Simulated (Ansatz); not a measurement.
# Run report: C2H5NSi, nudged elastic band

The run: nudged elastic band of C2H5NSi, SMILES [SiH3]C1C=N1. Method and program: RKS PBE-D4/def2-SVP (Ansatz 0.2.0).

It belongs to a series of runs on one base structure; here: band between the two ends. Figures and captions count atoms from 1; the log counts them from 0 in places.

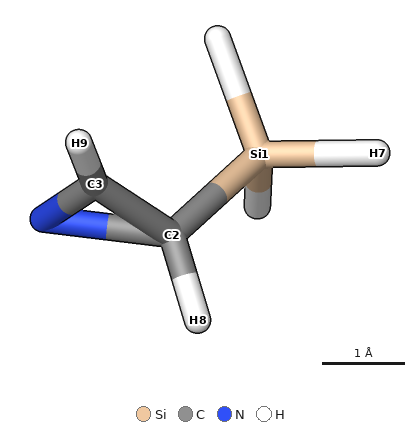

Figure 1. The input geometry (stick view, seen at a tilt; atoms are numbered from 1 in the order of the input).

Input file
```yaml
crystal:
  periodic: [false, false, false]
  atoms:
    - { symbol: Si, position_ang: [-0.510761, 1.178928, 0.183416] }
    - { symbol: C, position_ang: [0.216259, -0.396024, -0.5698] }
    - { symbol: C, position_ang: [0.744936, -1.512405, 0.217559] }
    - { symbol: "N", position_ang: [-0.423483, -1.788154, -0.170405] }
    - { symbol: H, position_ang: [-1.791007, 1.561231, -0.510082] }
    - { symbol: H, position_ang: [-0.782946, 0.947028, 1.644757] }
    - { symbol: H, position_ang: [0.464016, 2.318838, 0.034362] }
    - { symbol: H, position_ang: [0.525662, -0.337974, -1.634372] }
    - { symbol: H, position_ang: [1.557323, -1.97147, 0.804555] }
basis:
  gaussian: { orbitals: def2-SVP }
hamiltonian:
  xc: pbe
  dispersion: d4
neb:
  order_check: false
  images: 5
  f_tol: 0.05
  max_iterations: 60
  initial_path: idpp
  final_atoms:
    - { symbol: Si, position_ang: [-0.49826678, 1.17968453, 0.21138778] }
    - { symbol: C, position_ang: [0.59782425, -0.26942688, -0.31213816] }
    - { symbol: C, position_ang: [0.33363175, -1.66682602, 0.03882987] }
    - { symbol: "N", position_ang: [-0.05402331, -1.44914729, -1.14203121] }
    - { symbol: H, position_ang: [-1.81865947, 0.64942648, 0.69937934] }
    - { symbol: H, position_ang: [0.16820871, 1.95378151, 1.31939708] }
    - { symbol: H, position_ang: [-0.73233493, 2.1177058, -0.94204459] }
    - { symbol: H, position_ang: [1.62957287, -0.01687398, -0.63400412] }
    - { symbol: H, position_ang: [0.3740459, -2.49832615, 0.761214] }
```

Launch command:
```bash
ansatz run input.yaml --threads 1 --pin off --max-ram 2048MiB --backend cpu --events-out ev --progress --plain --runs-dir out
```

Log
```
Engine: ansatz 0.2.0, aarch64-unknown-linux-gnu
Functional definition: PBE
  parameter kappa = 0.804
  parameter beta = 0.06672455060314922
  exchange = pbe_x(kappa = kappa, mu = beta*pi^2/3)
  correlation = pbe_c(beta = beta)
974 factors; their error is unknown
mean field evaluation 1: about -11501.8548 eV, gradient 4.2e1 eV
mean field evaluation 2: about -11494.7879 eV, gradient 6.7e1 eV
mean field evaluation 4: about -11506.5177 eV, gradient 8.0e0 eV
mean field evaluation 8: about -11506.6577 eV, gradient 1.1e-1 eV
mean field evaluation 16: about -11506.5821 eV, gradient 3.4e-4 eV
mean field -11506.58208565 eV, -422.8590922061 hartree, gradient 9.9e-6 eV, S^2 0.000000; 0 other end points of the search recorded, 0 dependent functions left out
the calculation of the forces begins
reference -11506.58211893 eV, -422.8590934292 hartree; 19, 19 occupied and 66, 66 virtual orbitals, 974 factors
974 factors; their error is unknown
mean field evaluation 32: about -11506.5821 eV, gradient 1.8e-2 eV
mean field -11506.58208394 eV, -422.8590921432 hartree, gradient 1.1e-5 eV, S^2 0.000000; 0 other end points of the search recorded, 0 dependent functions left out
[... from here on the field's lines of each further geometry are left out, up to the last ...]
NEB iter   1: max|band force component| = 5.168e-1 eV/Å  barrier→ = 0.0613 eV  barrier← = 0.0613 eV  Δτ_max = 0.0783 Å  (193 SCF iters)
NEB iter   2: max|band force component| = 2.336e-1 eV/Å  barrier→ = 0.0361 eV  barrier← = 0.0361 eV  CI = image 3  Δτ_max = 0.0287 Å  (155 SCF iters)
NEB iter   3: max|band force component| = 8.666e-2 eV/Å  barrier→ = 0.0326 eV  barrier← = 0.0326 eV  CI = image 3  Δτ_max = 0.0221 Å  (156 SCF iters)
the calculation of the forces begins
reference -11506.57416957 eV, -422.8588012955 hartree; 19, 19 occupied and 66, 66 virtual orbitals, 974 factors
974 factors; their error is unknown
mean field evaluation 352: about -11506.5504 eV, gradient 3.4e-1 eV
mean field -11506.55070492 eV, -422.8579389856 hartree, gradient 1.3e-5 eV, S^2 0.000000; 1 other end points of the search recorded, 0 dependent functions left out
the calculation of the forces begins
reference -11506.55073780 eV, -422.8579401940 hartree; 19, 19 occupied and 66, 66 virtual orbitals, 974 factors
NEB iter   4: max|band force component| = 3.136e-2 eV/Å  barrier→ = 0.0315 eV  barrier← = 0.0315 eV  CI = image 3  Δτ_max = 0.0000 Å  (407 SCF iters)
```

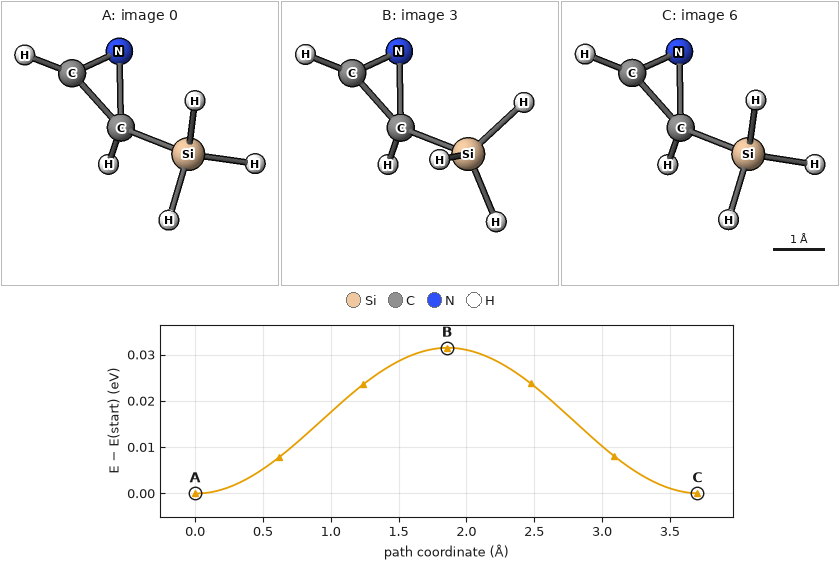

Figure 2. Images of the last band (counted from 0; ball-and-stick, seen at a tilt) above the energy along the path; the line is a cubic interpolation that uses the forces. The highest image is number 3, 0.031 eV above the start and 0.031 eV above the end (the climbing image); start and end have the same energy. The path is 3.70 Å long. The band converged in 4 iterations.

```
Total energy: -11506.71735766 eV, -422.8640633607 hartree
Atom 0 at    -0.408708     1.199345     0.274700 Å, force     0.000491    -0.014408    -0.002140 eV/Å
Atom 1 at     0.461900    -0.305716    -0.484965 Å, force    -0.007687     0.027332    -0.003526 eV/Å
Atom 2 at     0.354471    -1.660651     0.059067 Å, force    -0.015145    -0.031346     0.002035 eV/Å
Atom 3 at    -0.425275    -1.541448    -0.925903 Å, force     0.009149     0.015130     0.003186 eV/Å
Atom 4 at    -1.878172     1.152523    -0.044616 Å, force    -0.002650    -0.002168     0.000168 eV/Å
Atom 5 at    -0.255780     1.217741     1.774698 Å, force     0.000247     0.000985    -0.000469 eV/Å
Atom 6 at     0.193450     2.458532    -0.286082 Å, force     0.002452     0.008631     0.001299 eV/Å
Atom 7 at     1.310918    -0.098282    -1.167505 Å, force     0.004629    -0.011422    -0.003838 eV/Å
Atom 8 at     0.647195    -2.422047     0.800596 Å, force     0.008514     0.007266     0.003286 eV/Å
Dipole moment:     0.304482    -0.090796     0.261527 e Å
this run last wrote the band of iteration 4 to [file]
```

The last band as extended XYZ (Å, eV, eV/Å)
```
9
Properties=species:S:1:pos:R:3:forces:R:3 image=0 energy=-11506.74880
Si   -0.5108    1.1789    0.1834   -0.0011   0.0023   0.0003
C     0.2163   -0.3960   -0.5698    0.0009  -0.0002  -0.0023
C     0.7449   -1.5124    0.2176    0.0117  -0.0011   0.0021
N    -0.4235   -1.7882   -0.1704   -0.0083  -0.0003  -0.0041
H    -1.7910    1.5612   -0.5101    0.0032  -0.0009   0.0018
H    -0.7829    0.9470    1.6448    0.0001   0.0011  -0.0021
H     0.4640    2.3188    0.0344   -0.0022  -0.0025  -0.0001
H     0.5257   -0.3380   -1.6344   -0.0011  -0.0019   0.0067
H     1.5573   -1.9715    0.8046   -0.0032   0.0035  -0.0024
9
Properties=species:S:1:pos:R:3:forces:R:3 image=1 energy=-11506.74099
Si   -0.4746    1.1876    0.2114   -0.0063  -0.0082  -0.0021
C     0.3037   -0.3553   -0.5618   -0.0023   0.0180  -0.0004
C     0.6150   -1.5740    0.1889    0.0044  -0.0158   0.0092
N    -0.4734   -1.7277   -0.4304   -0.0027   0.0070   0.0030
H    -1.8468    1.4327   -0.3564    0.0003   0.0098  -0.0060
H    -0.5934    1.0100    1.7015   -0.0063  -0.0077  -0.0011
H     0.3883    2.3865   -0.0803    0.0088   0.0002   0.0063
H     0.8081   -0.2191   -1.5407   -0.0073  -0.0105  -0.0076
H     1.2730   -2.1407    0.8677    0.0114   0.0071  -0.0013
9
Properties=species:S:1:pos:R:3:forces:R:3 image=2 energy=-11506.72524
Si   -0.4401    1.1944    0.2423   -0.0043  -0.0136  -0.0033
C     0.3876   -0.3249   -0.5340   -0.0067   0.0233  -0.0020
C     0.4830   -1.6242    0.1354   -0.0053  -0.0268   0.0095
N    -0.4742   -1.6440   -0.6864    0.0033   0.0156   0.0045
H    -1.8745    1.2928   -0.2017   -0.0020   0.0075  -0.0060
H    -0.4183    1.1030    1.7461   -0.0061  -0.0083   0.0000
H     0.2972    2.4341   -0.1860    0.0098   0.0053   0.0071
H     1.0754   -0.1382   -1.3837   -0.0037  -0.0134  -0.0119
H     0.9638   -2.2928    0.8681    0.0150   0.0103   0.0020
9
Properties=species:S:1:pos:R:3:forces:R:3 image=3 energy=-11506.71732
Si   -0.4087    1.1993    0.2747    0.0005  -0.0144  -0.0021
C     0.4619   -0.3057   -0.4850   -0.0077   0.0273  -0.0035
C     0.3545   -1.6607    0.0591   -0.0151  -0.0313   0.0020
N    -0.4253   -1.5414   -0.9259    0.0091   0.0151   0.0032
H    -1.8782    1.1525   -0.0446   -0.0027  -0.0022   0.0002
H    -0.2558    1.2177    1.7747    0.0002   0.0010  -0.0005
H     0.1935    2.4585   -0.2861    0.0025   0.0086   0.0013
H     1.3109   -0.0983   -1.1675    0.0046  -0.0114  -0.0038
H     0.6472   -2.4220    0.8006    0.0085   0.0073   0.0033
9
Properties=species:S:1:pos:R:3:forces:R:3 image=4 energy=-11506.72501
Si   -0.3826    1.2021    0.3075    0.0073  -0.0113   0.0043
C     0.5214   -0.2987   -0.4160   -0.0047   0.0284  -0.0055
C     0.2363   -1.6832   -0.0376   -0.0188  -0.0269  -0.0030
N    -0.3300   -1.4246   -1.1353    0.0121   0.0087  -0.0024
H    -1.8647    1.0301    0.1185   -0.0011  -0.0102   0.0059
H    -0.1047    1.3444    1.7831    0.0053   0.0094  -0.0004
H     0.0833    2.4550   -0.3821   -0.0069   0.0078  -0.0071
H     1.4981   -0.0994   -0.9030    0.0086  -0.0083   0.0062
H     0.3429   -2.5259    0.6651   -0.0017   0.0025   0.0019
9
Properties=species:S:1:pos:R:3:forces:R:3 image=5 energy=-11506.74071
Si   -0.3593    1.2012    0.3401    0.0068  -0.0079   0.0124
C     0.5677   -0.3041   -0.3355   -0.0021   0.0251  -0.0048
C     0.1320   -1.6890   -0.1510   -0.0158  -0.0151  -0.0005
N    -0.1952   -1.2974   -1.3052    0.0123   0.0012  -0.0067
H    -1.8381    0.9318    0.2938    0.0005  -0.0090   0.0046
H     0.0414    1.4709    1.7685    0.0053   0.0111  -0.0005
H    -0.0345    2.4242   -0.4738   -0.0068   0.0004  -0.0097
H     1.6309   -0.1434   -0.6104    0.0046  -0.0054   0.0069
H     0.0553   -2.5942    0.4734   -0.0047  -0.0003  -0.0018
9
Properties=species:S:1:pos:R:3:forces:R:3 image=6 energy=-11506.74879
Si   -0.3659    1.1918    0.3612   -0.0028   0.0014   0.0004
C     0.6063   -0.3089   -0.2538    0.0039  -0.0028   0.0014
C     0.0897   -1.6797   -0.2486   -0.0042   0.0005  -0.0045
N    -0.0189   -1.1936   -1.4079   -0.0003   0.0003  -0.0029
H    -1.8170    0.8191    0.4960   -0.0010  -0.0008   0.0034
H     0.1624    1.6317    1.7022   -0.0021   0.0005   0.0013
H    -0.2334    2.3447   -0.5971    0.0024   0.0008  -0.0025
H     1.7062   -0.1850   -0.3352    0.0019  -0.0005  -0.0003
H    -0.1294   -2.6199    0.2832    0.0022   0.0006   0.0035
```

Summary

| quantity | value |
| --- | --- |
| outcome | converged |
| barrier, forward | 0.032 eV |
| barrier, backward | 0.032 eV |
| hardware | 1 thread of Arm Neoverse V1, 24 GiB of memory available, shared host |
| wall time | 62 s |
| peak memory | 0.15 GiB |

The order of the saddle point was not checked.
